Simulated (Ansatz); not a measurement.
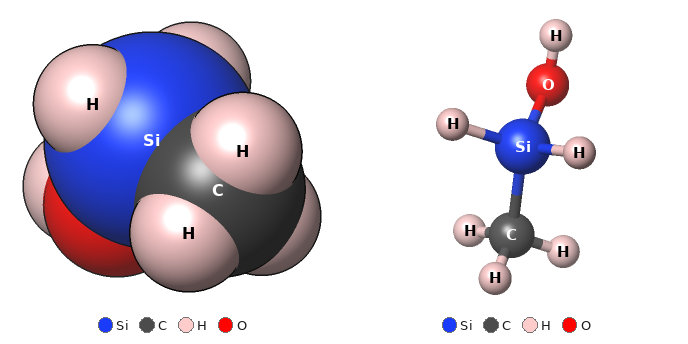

Both panels show the same species.

What does the picture show?

The molecule is CH6OSi. The point group is Cs. Coordination: 1 Si tetrahedral; 1 C tetrahedral; 1 O bent.

The parts below concern this one geometry. Atoms keep their numbers from picture to picture. The geometry was computed by an optimisation with PBE0-D4/def2-TZVP.

## Shape

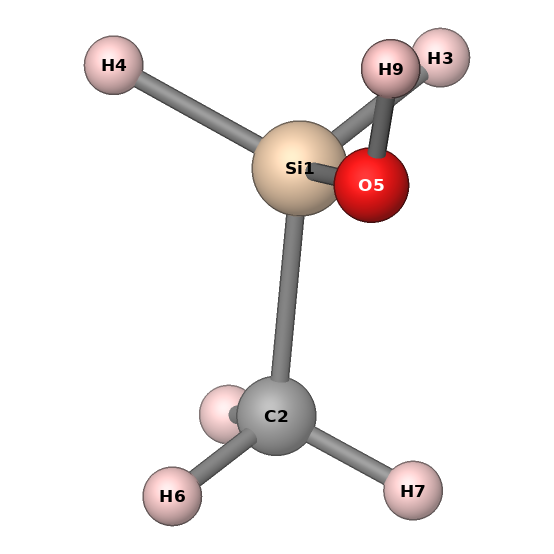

Si1 lies behind O5. The molecule seen a little off the O5–Si1 bond, O5 in front. Atoms fade into the background with distance from the viewer.

What is the torsion angle H9–O5–Si1–C2? The sign is positive where the front bond must turn clockwise to cover the back bond.

180°, antiperiplanar (anti).

## Vibrations

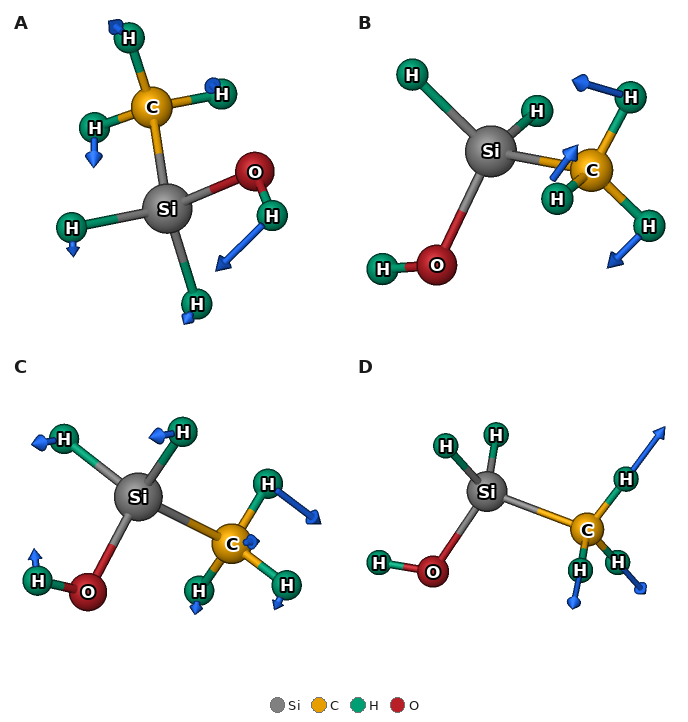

4 normal modes of one molecule or complex, as arrows. Harmonic vibrations computed with RKS PBE0-D4/def2-TZVP (Ansatz 0.2.0) at a stationary point of the same level.

Match the panels to the wavenumbers 688 cm⁻¹, 847 cm⁻¹, 1444 cm⁻¹, 3053 cm⁻¹.

A: 847 cm⁻¹, H–O–Si bending
B: 1444 cm⁻¹, H–C–H bending
C: 688 cm⁻¹
D: 3053 cm⁻¹, in-phase stretching of 3 C–H bonds

## Thermal motion

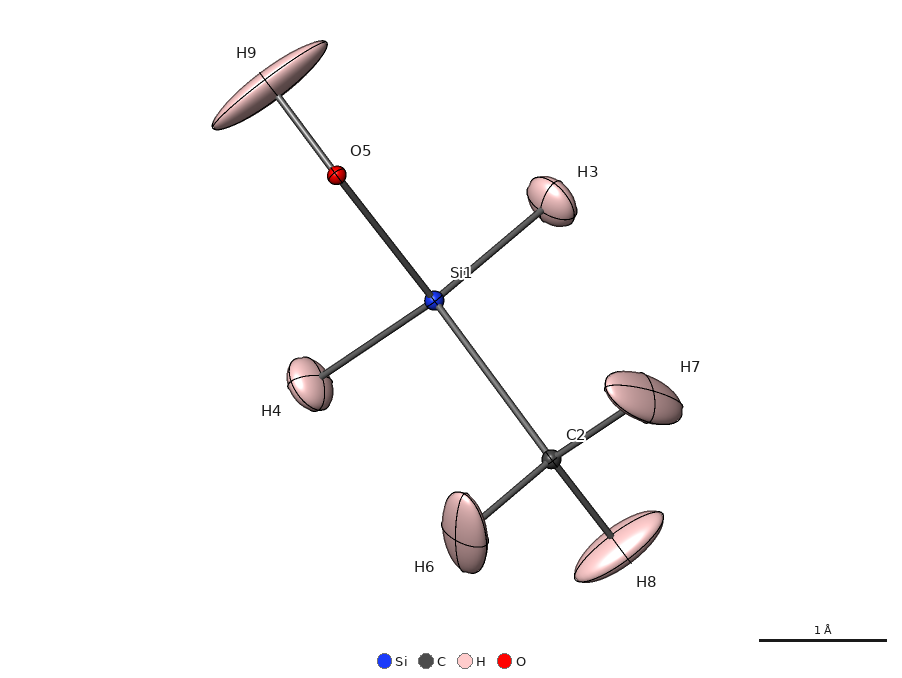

Displacement ellipsoids at the 50 % level, from the internal vibrations of the free molecule (harmonic, no overall translation or rotation; no half-axis is drawn under 0.075 Å). Vibrations computed with RKS PBE0-D4/def2-TZVP (Ansatz 0.2.0). Temperature: 200 K.

Which atom has the largest mean-square displacement?

H9, with U_eq = 0.0531 Å².

Does H9 move more along its bond or across it?

Across it: the root-mean-square amplitude is 0.079 Å along the bond and up to 0.362 Å across, since bending and torsion are softer than stretching.

List U_eq and the three principal root-mean-square amplitudes for each kind of atom.

| atom | U_eq (Å²) | rms amplitudes (Å) |
| --- | --- | --- |
| Si1 | 0.00055 | 0.018, 0.021, 0.030 |
| C2 | 0.0012 | 0.022, 0.031, 0.047 |
| H3, H4 | 0.0169 | 0.089, 0.142, 0.151 |
| O5 | 0.0014 | 0.027, 0.037, 0.047 |
| H6, H7 | 0.0331 | 0.074, 0.145, 0.270 |
| H8 | 0.0354 | 0.083, 0.148, 0.278 |
| H9 | 0.0531 | 0.077, 0.149, 0.362 |

## Charges

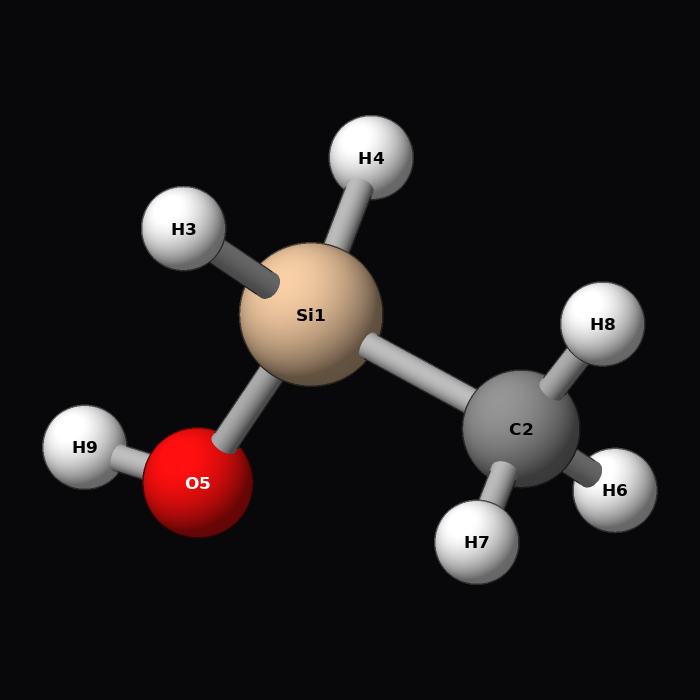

The questions are on Mulliken charges. Properties computed with RKS PBE0-D4/def2-TZVP (Ansatz 0.2.0).

List the Mulliken charges.

| atom | value (e) |
| --- | --- |
| Si1 | 0.41 |
| C2 | −0.50 |
| H3 | −0.06 |
| H4 | −0.06 |
| O5 | −0.53 |
| H6 | 0.14 |
| H7 | 0.14 |
| H8 | 0.14 |
| H9 | 0.32 |

Mulliken values depend strongly on the basis set and can even reverse the polarity of a bond.
